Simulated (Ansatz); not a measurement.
**CH₄FSi (charge −1): density, localisation and related maps**

```xyz
7

C     0.8913   -0.2028   -0.3748
F    -1.1587   -1.4601    1.0305
Si   -0.2322    0.0105    1.2148
H     1.2701   -1.2342   -0.4932
H     0.8384   -0.5884    2.1812
H     0.3518    0.0709   -1.2977
H     1.7643    0.4716   -0.2955
```

Geometry: PBE0-D3(BJ)/def2-SVPD; the highest occupied orbital lies above zero, a sign that basis and functional describe the outermost electron poorly.

All numbers below come from isolated molecule in a Gaussian basis; Kohn-Sham density functional theory, functional PBE0 in Ansatz 0.2.0.

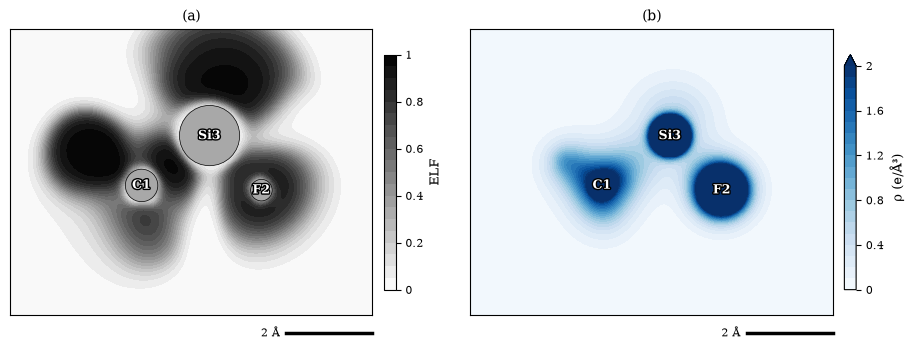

Figure 1. (a) electron localisation function; (b) total electron density on the plane of atoms C1, Si3 and F2. Grey discs cover the atomic cores in the ELF map.

Q: What do the fields say about this system?

A:
- The section cuts through C, F and Si sites.
- Si–F (1.75 Å): ρ at the midpoint is about 0.81 e/Å³; the ELF peaks at about 0.85 in the valence shell of F, 0.6 Å from its nucleus, and is about 0.55 at the midpoint.
- C–Si (1.96 Å): the density is about 0.82 e/Å³ at the midpoint; the ELF peaks at about 0.95 between the atoms (a shared electron pair).
- The ELF also peaks beside F2 and Si3, away from the bonds: lone-pair regions.

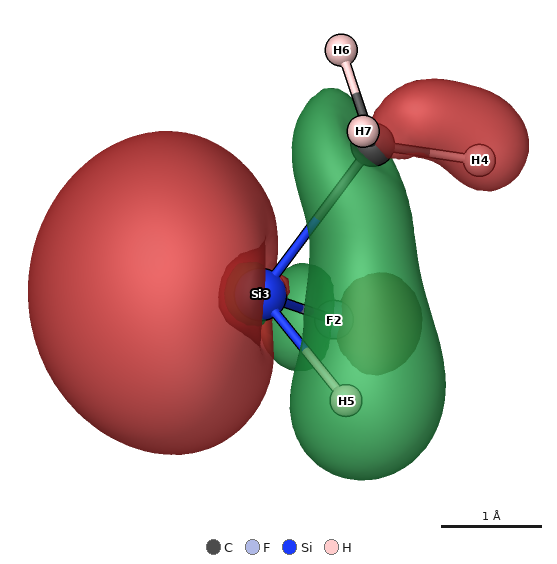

Figure 2. The HOMO at ±0.1 Å⁻³ᐟ² (green and red are the two phases), seen at an oblique angle.

Q: Describe this orbital and give its energy.

A: It lies mainly on Si3 (about 75 %), H5 (about 10 %) and C1 (about 10 %). Its energy is 0.14 eV.

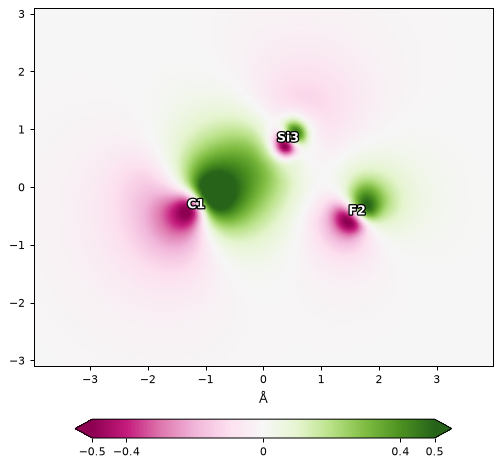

Figure 3. The HOMO−1 on the plane of atoms C1, Si3 and F2 (values in Å⁻³ᐟ²; the overall sign is arbitrary).

Q: Describe this orbital and give its energy.

A: It lies mainly on Si3 (about 30 %), C1 (about 30 %), H5 (about 25 %) and F2 (about 10 %). Its energy is −2.73 eV.
